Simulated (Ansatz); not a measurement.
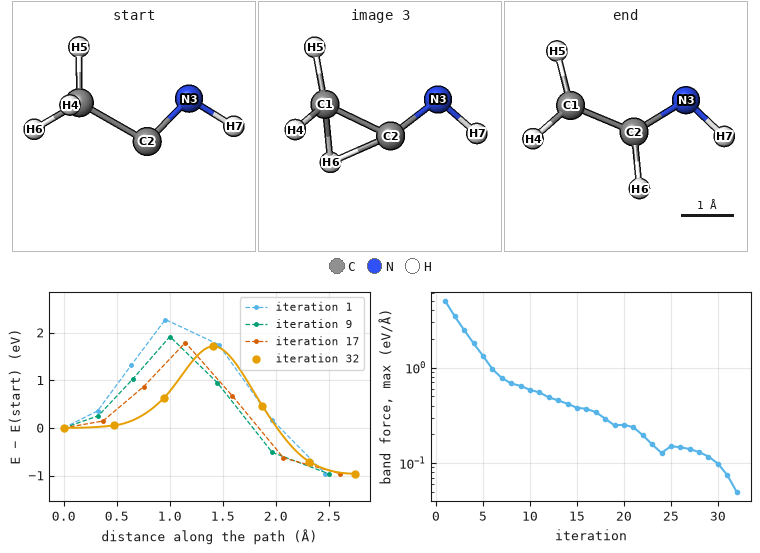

A nudged-elastic-band calculation for C$_{2}$H$_{4}$N (charge −1). Images are numbered from 0 (start) to 6 (end). The plot follows the band through its iterations. A ball-and-stick model, seen at a tilt.

The calculation used UKS B3LYP-D4/def2-SVP in Ansatz.

Input
```yaml
crystal:
  periodic: [false, false, false]
  atoms:
    - { symbol: C, position_ang: [-0.67473, 0.355973, -0.329476] }
    - { symbol: C, position_ang: [0.111374, -0.652764, 0.547552] }
    - { symbol: "N", position_ang: [1.391346, -0.41918, 0.418013] }
    - { symbol: H, position_ang: [-1.381362, 0.940456, 0.297689] }
    - { symbol: H, position_ang: [-0.019684, 1.073339, -0.892095] }
    - { symbol: H, position_ang: [-1.313065, -0.18624, -1.059415] }
    - { symbol: H, position_ang: [1.88612, -1.111574, 1.017722] }
total_charge: -1
magnetization:
  spin_polarized: true
basis:
  gaussian: { orbitals: def2-SVP }
hamiltonian:
  xc: b3lyp
  dispersion: d4
neb:
  order_check: false
  images: 5
  f_tol: 0.05
  max_iterations: 60
  max_displacement: 0.02
  optimiser: fire
  final_atoms:
    - { symbol: C, position_ang: [-0.56367997, 0.84344209, -0.35602045] }
    - { symbol: C, position_ang: [0.06680598, -0.30678783, 0.10828845] }
    - { symbol: "N", position_ang: [1.35718473, -0.51609082, 0.37190281] }
    - { symbol: H, position_ang: [-1.64647276, 0.85640221, -0.524374] }
    - { symbol: H, position_ang: [0.00596636, 1.75922593, -0.56245629] }
    - { symbol: H, position_ang: [-0.66512818, -1.14816757, 0.26602836] }
    - { symbol: H, position_ang: [1.44532284, -1.488014, 0.69662111] }
  initial_path:
    images:
      - { positions_ang: [[-0.67473, 0.355973, -0.329476], [0.111374, -0.652764, 0.547552], [1.391346, -0.41918, 0.418013], [-1.381362, 0.940456, 0.297689], [-0.019684, 1.073339, -0.892095], [-1.313065, -0.18624, -1.059415], [1.88612, -1.111574, 1.017722]] }
      - { positions_ang: [[-0.66328525, 0.42839485, -0.37217857], [0.07222357, -0.64798059, 0.46456438], [1.36091539, -0.41398303, 0.41400406], [-1.39387161, 0.96964572, 0.25562223], [0.01036361, 1.17157973, -0.84406616], [-1.22656912, -0.36656988, -0.89957974], [1.8402224, -1.1410768, 0.98162379]] }
      - { positions_ang: [[-0.6518405, 0.50081671, -0.41488114], [0.03307314, -0.64319717, 0.38157677], [1.33048479, -0.40878606, 0.40999512], [-1.40638122, 0.99883543, 0.21355546], [0.04041123, 1.26982047, -0.79603732], [-1.14007324, -0.54689977, -0.73974448], [1.7943248, -1.1705796, 0.94552558]] }
      - { positions_ang: [[-0.64039575, 0.57323856, -0.4575837], [-0.00607728, -0.63841376, 0.29858915], [1.30005418, -0.40358909, 0.40598619], [-1.41889083, 1.02802515, 0.1714887], [0.07045884, 1.3680612, -0.74800847], [-1.05357736, -0.72722965, -0.57990923], [1.7484272, -1.2000824, 0.90942737]] }
      - { positions_ang: [[-0.61482382, 0.6633064, -0.42372929], [0.01821714, -0.52787178, 0.23515559], [1.3190977, -0.44108967, 0.39462506], [-1.49475147, 0.9708175, -0.06046553], [0.04896135, 1.49844944, -0.68615775], [-0.9240943, -0.86754229, -0.29793003], [1.64739241, -1.2960596, 0.83849195]] }
      - { positions_ang: [[-0.5892519, 0.75337425, -0.38987487], [0.04251156, -0.41732981, 0.17172202], [1.33814121, -0.47859025, 0.38326394], [-1.57061211, 0.91360985, -0.29241976], [0.02746385, 1.62883769, -0.62430702], [-0.79461124, -1.00785493, -0.01595083], [1.54635763, -1.3920368, 0.76755653]] }
      - { positions_ang: [[-0.56367997, 0.84344209, -0.35602045], [0.06680598, -0.30678783, 0.10828845], [1.35718473, -0.51609082, 0.37190281], [-1.64647276, 0.85640221, -0.524374], [0.00596636, 1.75922593, -0.56245629], [-0.66512818, -1.14816757, 0.26602836], [1.44532284, -1.488014, 0.69662111]] }
```

Launched with:
```bash
ansatz run input.yaml --threads 1 --pin off --max-ram 2048MiB --backend cpu --events-out ev --progress --plain --runs-dir out
```

Question: How did the profile develop, and is the result final?

Answer: The run is converged, with reservations. The band converged in 32 iterations. The largest component of the band force went from 5 to 0.05 eV/Å. The climbing image converged on the top of the path. Its curvatures weren't checked. The step length is far from the usual. The first iteration put the highest image at 2.27 eV. The energy climbs by 1.71 eV to image 3 and then falls by 2.67 eV, so the end point sits at −0.96 eV.

Limits of the set-up: the basis has no diffuse functions, which an anion needs.

The run took 5.9 min on 1 thread of Arm Neoverse V1, on a shared host, peak memory 0.13 GiB.
